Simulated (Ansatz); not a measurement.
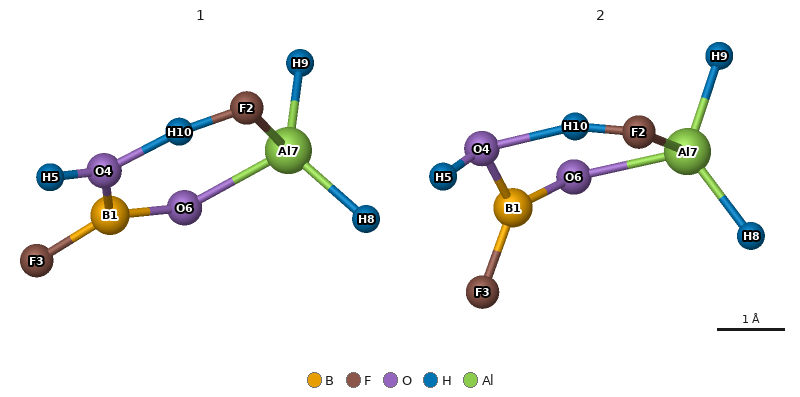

Two geometries of AlBH4O2F2, drawn at one scale. One is the start of a relaxation, the other its converged end. A ball-and-stick model, seen at a tilt.

All numbers below come from RKS PBE-D4/def2-SVP in Ansatz. (no spin polarisation; force threshold 0.03 eV/Å; at most 50 steps)

### Which geometry has the lower energy?

Structure 1 is the relaxed one. The run prepares an end point of a later path (reaction) calculation, from a guessed geometry. The energy falls by 0.575 eV in 10 accepted moves (12 points after the start). The largest force component goes from 2.5 to 0.027 eV/Å. The line search rejected the trial steps at points 8, 11 of the run. The forces were under the threshold at step 10, but the run went on from there. The largest move after the best rigid fit is that of F3, 0.98 Å. Largest moves by element: F 0.98 Å, O 0.50 Å, H 0.43 Å, B 0.17 Å, Al 0.11 Å. Among the contacts that change: O4–H10 1.455 → 1.295 Å, F2–H10 0.965 → 1.080 Å, F2–Al7 1.978 → 1.923 Å, B1–O6 1.358 → 1.313 Å. Bond angles that change, for instance: F2–Al7–O6 82.3° → 93.4°, B1–O6–Al7 125.6° → 131.8°, B1–O4–H5 113.4° → 119.2°.
